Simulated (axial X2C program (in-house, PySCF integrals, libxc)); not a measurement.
# SnIn: from the state search to constants, part 2 of 2

Computed with an in-house X2C program for linear molecules on PySCF integrals; all-electron X2C, Sn dyall-cv3z, In dyall-cv3z. Earlier steps stand in the parts before.

**9. PBE0, 2c**

State followed: Ω = 3/2 (excess of +ω over −ω: ω = 3/2). The scan is laid around 2.851 Å, a first estimate of the minimum, and this SCF restarts from the orbitals of the search.

The SCF at the reference distance of 2.851 Å:

```text
two-component X2C + atomic mean field  PBE0
basis functions 258  fitting functions 1300  grid points 5803
iter        total energy     max residual
   1     -12051.584301877     1.99e+00
   2     -12051.883117980     7.13e-03
   3     -12051.883126420     3.78e-03
   4     -12051.883590056     1.80e-04
   5     -12051.883591249     1.39e-04
   6     -12051.883591766     5.50e-05
   7     -12051.883591880     1.60e-05
   8     -12051.883591891     8.03e-06
   9     -12051.883591897     4.12e-06
  10     -12051.883591899     2.16e-06
  11     -12051.883591900     1.08e-06
converged
one-electron -17481.13555004  Coulomb 5308.48971725  exact exchange -80.59827560  xc functional -246.59134909  nuclear repulsion 454.74716477  atomic mean-field constant -6.79529919
```

Along the bond, energies from the lowest point:

| R (Å) | E (eV) | μ (D) | HOMO (eV) | LUMO (eV) | iterations |
| --- | --- | --- | --- | --- | --- |
| 2.480 | 0.4690 | 0.77 | -5.23 | -2.89 | 12 |
| 2.594 | 0.1885 | 0.99 | -5.26 | -2.77 | 12 |
| 2.680 | 0.0721 | 1.18 | -5.15 | -2.69 | 12 |
| 2.765 | 0.0141 | 1.39 | -5.05 | -2.63 | 12 |
| 2.851 | 0.0000 | 1.61 | -4.96 | -2.63 | 11 |
| 2.951 | 0.0242 | 1.88 | -4.85 | -2.63 | 13 |
| 3.051 | 0.0795 | 2.17 | -4.75 | -2.63 | 13 |
| 3.179 | 0.1809 | 2.54 | -4.64 | -2.62 | 13 |
| 3.336 | 0.3320 | 3.00 | -4.51 | -2.60 | 13 |
| 3.564 | 0.5734 | 3.64 | -4.35 | -2.60 | 13 |

Dipoles are positive if In is the positive end.

Outer spinors at the reference distance:

```csv
ω,occupied,ε (eV),atomic character,λ mixture
5/2,yes,-27.45,100% Sn d,100% δ
3/2,yes,-27.41,100% Sn d,"74% π, 26% δ"
1/2,yes,-27.39,100% Sn d,"50% σ, 50% π"
-1/2,yes,-27.36,100% Sn d,"66% σ, 34% π"
-3/2,yes,-27.31,100% Sn d,"85% π, 15% δ"
-5/2,yes,-27.28,100% Sn d,100% δ
-3/2,yes,-21.87,100% In d,"85% δ, 15% π"
3/2,yes,-21.85,100% In d,"80% δ, 20% π"
-1/2,yes,-21.81,100% In d,"65% π, 35% σ"
1/2,yes,-21.81,100% In d,"53% π, 47% σ"
5/2,yes,-21.07,100% In d,100% δ
-5/2,yes,-21.02,100% In d,100% δ
3/2,yes,-21.02,100% In d,"80% π, 20% δ"
1/2,yes,-20.99,100% In d,"53% σ, 47% π"
-1/2,yes,-20.96,100% In d,"65% σ, 35% π"
-3/2,yes,-20.95,100% In d,"85% π, 15% δ"
1/2,yes,-12.75,"66% Sn s, 19% In s, 8% In p",100% σ
-1/2,yes,-11.00,"60% Sn s, 27% In s, 7% In p",100% σ
1/2,yes,-9.37,"58% In s, 18% Sn p, 16% Sn s",100% σ
-1/2,yes,-8.24,"53% In s, 22% Sn s, 13% Sn p",100% σ
1/2,yes,-5.30,"47% Sn p, 41% In p, 8% In s",100% σ
-1/2,yes,-5.24,"73% Sn p, 22% In p, 4% In d","99% π, 1% σ"
3/2,yes,-4.96,"71% Sn p, 24% In p, 4% In d",100% π
-1/2,no,-2.63,"46% In p, 44% Sn p, 6% In s","94% σ, 6% π"
1/2,no,-2.55,"49% Sn p, 48% In p",100% π
-3/2,no,-2.33,"50% In p, 47% Sn p",100% π
-1/2,no,-1.84,"68% In p, 22% Sn p, 6% Sn d","95% π, 5% σ"
```

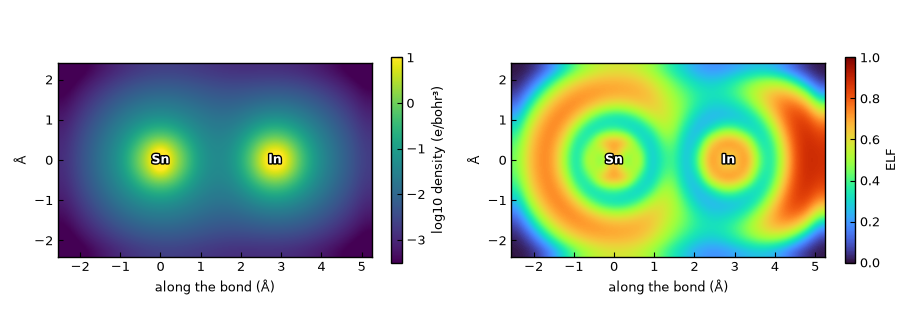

PBE0 fields in a plane through the axis, from a grid of 0.3 Å; Sn lies at z = 0 and In at z = 2.851 Å; the ELF is damped to zero where the density is low.

Re = 2.841 Å, ωe = 145.8 cm⁻¹, ωexe = 0.339 cm⁻¹, Be = 0.0356 cm⁻¹, De = 1.92 eV, μ = 1.58 D.

**10. HF, 2c**

The SCF at the reference distance of 2.851 Å:

```text
two-component X2C + atomic mean field  HF
basis functions 258  fitting functions 1300  grid points 5803
iter        total energy     max residual
   1     -12047.087069623     2.19e-01
   2     -12047.125242422     5.43e-03
   3     -12047.126808246     1.64e-03
   4     -12047.127141312     1.09e-03
   5     -12047.127261660     6.86e-04
   6     -12047.127368436     4.74e-04
   7     -12047.127430518     3.87e-04
   8     -12047.127472704     3.42e-04
   9     -12047.127505284     3.33e-04
  10     -12047.127530665     3.00e-04
  11     -12047.127564269     2.15e-04
  12     -12047.127586060     1.10e-04
  13     -12047.127590620     5.75e-05
  14     -12047.127591848     2.63e-05
  15     -12047.127592033     1.32e-05
  16     -12047.127592085     5.80e-06
  17     -12047.127592090     4.34e-06
  18     -12047.127592092     2.56e-06
converged
one-electron -17479.59276747  Coulomb 5307.05910333  exact exchange -322.54579353  xc functional 0.00000000  nuclear repulsion 454.74716477  atomic mean-field constant -6.79529919
```

Re = 2.934 Å, ωe = 132.1 cm⁻¹, ωexe = 0.337 cm⁻¹, Be = 0.03337 cm⁻¹, De = 1.01 eV, μ = 2.71 D.

**11. B97-3, 2c**

The SCF at the reference distance of 2.851 Å:

```text
two-component X2C + atomic mean field  B97-3
basis functions 258  fitting functions 1300  grid points 5803
iter        total energy     max residual
   1     -12051.855663949     3.54e-02
   2     -12051.857321985     2.00e-03
   3     -12051.857357170     1.58e-03
   4     -12051.857402246     2.50e-04
   5     -12051.857404351     1.52e-04
   6     -12051.857405573     5.23e-05
   7     -12051.857405880     4.13e-05
   8     -12051.857406109     2.22e-05
   9     -12051.857406165     1.23e-05
  10     -12051.857406188     3.26e-06
  11     -12051.857406189     1.71e-06
converged
one-electron -17481.34015091  Coulomb 5308.70353280  exact exchange -86.81916627  xc functional -240.35348739  nuclear repulsion 454.74716477  atomic mean-field constant -6.79529919
```

Re = 2.888 Å, ωe = 137.6 cm⁻¹, ωexe = 0.321 cm⁻¹, Be = 0.03444 cm⁻¹, De = 1.69 eV, μ = 1.76 D.

**12. Correlated methods, 2c**

Correlated methods: 7 electrons correlated (frozen shells, counted by type: Sn 4 s, 3 p, 2 d; In 4 s, 3 p, 2 d), 321 virtual spinors in MP2, 90 natural virtuals in coupled cluster.

Output of the correlated part at 2.851 Å:

```text
correlated 7  virtual 321  natural virtual 90  E(MP2) -0.095848045  MP2 remainder -0.002779713
iter   CCSD correlation   residual
   1     -0.107873937   1.24e-01
   2     -0.113689555   5.20e-02
   3     -0.114382728   1.97e-02
   4     -0.114677488   1.09e-02
   5     -0.114760049   6.01e-03
   6     -0.114792302   3.17e-03
   7     -0.114824152   2.12e-03
   8     -0.114823620   1.40e-03
   9     -0.114829084   7.84e-04
  10     -0.114833810   4.13e-04
  11     -0.114838153   1.99e-04
  12     -0.114839006   1.16e-04
  13     -0.114839538   7.83e-05
  14     -0.114839274   5.07e-05
  15     -0.114839296   2.58e-05
  16     -0.114839333   1.27e-05
  17     -0.114839366   7.67e-06
  18     -0.114839399   5.73e-06
  19     -0.114839436   4.16e-06
  20     -0.114839479   2.69e-06
  21     -0.114839494   1.63e-06
(T) -0.005880247  T1 0.0471  D1 0.0700  max T2 0.064
```

MP2: Re = 2.876 Å, ωe = 146.1 cm⁻¹, Be = 0.03473 cm⁻¹, De = 1.63 eV.

CCSD: Re = 2.891 Å, ωe = 142.8 cm⁻¹, ωexe = 0.312 cm⁻¹, Be = 0.03437 cm⁻¹, De = 1.40 eV. T1 at Re = 0.033 (Lee–Taylor, the printed value over √2).

CCSD(T): Re = 2.886 Å, ωe = 144.4 cm⁻¹, ωexe = 0.307 cm⁻¹, Be = 0.03449 cm⁻¹, De = 1.47 eV. T1 at Re = 0.033 (Lee–Taylor, the printed value over √2).

**13. A higher determinant, 2c**

State: Ω = 1/2 (excess of +ω over −ω: 2 × ω = -1/2, ω = 3/2).

Output at the reference distance:

```text
two-component X2C + atomic mean field  PBE0
basis functions 258  fitting functions 1300  grid points 5803
iter        total energy     max residual
   1     -12051.572338778     2.00e+00
   2     -12051.870094031     7.39e-03
   3     -12051.870129787     3.78e-03
   4     -12051.870562470     1.80e-04
   5     -12051.870563786     1.14e-04
   6     -12051.870564175     4.97e-05
   7     -12051.870564254     7.99e-06
   8     -12051.870564261     3.19e-06
   9     -12051.870564262     1.56e-06
converged
one-electron -17480.89112222  Coulomb 5308.24361340  exact exchange -80.59413160  xc functional -246.58078943  nuclear repulsion 454.74716477  atomic mean-field constant -6.79529919
```

| R (Å) | E above the lowest PBE0 point (eV) |
| --- | --- |
| 2.480 | 0.795 |
| 2.594 | 0.523 |
| 2.680 | 0.414 |
| 2.765 | 0.363 |
| 2.851 | 0.355 |
| 2.951 | 0.384 |
| 3.051 | 0.443 |
| 3.179 | 0.546 |
| 3.336 | 0.694 |

Re = 2.826 Å, ωe = 147.5 cm⁻¹, ωexe = 0.409 cm⁻¹, Be = 0.03597 cm⁻¹, μ = 1.51 D. Te = 0.35 eV.

**14. The 2c curves together**

Energy (eV) of the followed determinant, 2c, from each level's lowest point:

| R (Å) | PBE0 | HF | MP2 | CCSD | CCSD(T) | B97-3 |
| --- | --- | --- | --- | --- | --- | --- |
| 2.480 | 0.469 | 0.672 | 0.575 | n/a | n/a | 0.563 |
| 2.594 | 0.189 | 0.325 | 0.251 | 0.272 | 0.268 | 0.250 |
| 2.680 | 0.072 | 0.164 | 0.109 | 0.122 | 0.119 | 0.111 |
| 2.765 | 0.014 | 0.065 | 0.030 | 0.036 | 0.035 | 0.033 |
| 2.851 | 0.000 | 0.014 | 0.000 | 0.000 | 0.000 | 0.000 |
| 2.951 | 0.024 | 0.000 | 0.010 | 0.004 | 0.006 | 0.005 |
| 3.051 | 0.079 | 0.022 | 0.057 | 0.043 | 0.048 | 0.042 |
| 3.179 | 0.181 | 0.086 | 0.154 | 0.130 | 0.138 | 0.123 |
| 3.336 | 0.332 | 0.197 | 0.308 | n/a | n/a | 0.253 |
| 3.564 | 0.573 | 0.382 | 0.565 | n/a | n/a | 0.469 |

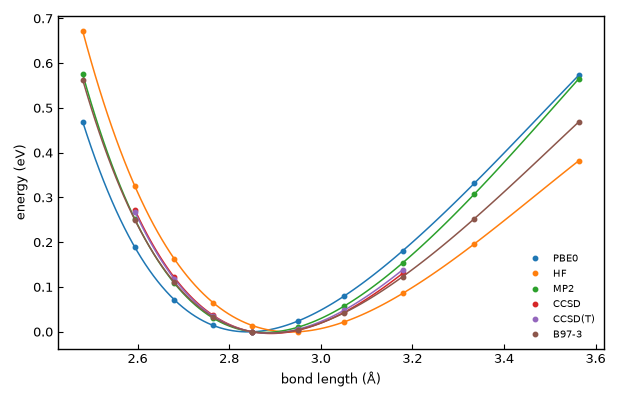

Curves of the followed state, 2c, each from its own lowest point.

Time for the job: 3.6 min (1 thread of Arm Neoverse V2, shared host); peak memory 0.63 GiB.

**15. What came out**

This closing draws on all 2 parts.

Lowest determinant that the search found at its distance, spin-free: M_S = 3/2, Λ = 0 (beyond closed shells: σα, π+α, π-α).

Lowest determinant that the search found at its distance, 2c: Ω = 3/2 (excess of +ω over −ω: ω = 3/2).

```
Hamiltonian    level  Re (Å)  ωe (cm⁻¹)  De (eV)  μ (D)
  spin-free     PBE0   2.837      146.8     2.05   1.56
  spin-free       HF   2.930      133.1     1.25   2.72
  spin-free      MP2   2.870      147.7     1.84    n/a
  spin-free     CCSD   2.886      144.2     1.76    n/a
  spin-free  CCSD(T)   2.881      145.6     1.86    n/a
  spin-free    B97-3   2.883      139.1     1.88   1.73
         2c     PBE0   2.841      145.8     1.92   1.58
         2c       HF   2.934      132.1     1.01   2.71
         2c      MP2   2.876      146.1     1.63    n/a
         2c     CCSD   2.891      142.8     1.40    n/a
         2c  CCSD(T)   2.886      144.4     1.47    n/a
         2c    B97-3   2.888      137.6     1.69   1.76
```

Dipoles are positive if In is the positive end.

Time per point (s) on 1 thread of Arm Neoverse V2, shared host (2c runs; CCSD comes with the CCSD(T) run); the times are rough: PBE0 1.9, HF 2.3, MP2 2.5, CCSD(T) 5.8, B97-3 2.1.

In words: At CCSD(T), going from spin-free to two-component changes Re by +5 mÅ, ωe by -0.9 %, which is small (part of it comes from the scalar share of the two-electron terms). It costs about 1.9 times the time. De moves by -0.39 eV; both De rest on single-determinant atoms, which can miss part of an open shell's spin–orbit lowering.

De refers to Sn + In, each in the lowest determinant found, which need not be this curve's own limit. The state is a single determinant with fixed occupations, the lowest that a limited PBE0 search found. Dissociation energies refer to the lowest single-determinant-based atoms at the same level and basis. Density functionals use the spin component along the axis (collinear). Coupled cluster ran in a truncated set of natural virtual spinors; the MP2 energy of the rest was added. With several unpaired electrons one determinant need not be a pure state. With the outer-core shells frozen, correlated bond lengths of heavy atoms tend to come out a few hundredths of an ångström too long. T1 at Re is 0.033 (Lee–Taylor), above the customary mark of 0.02.
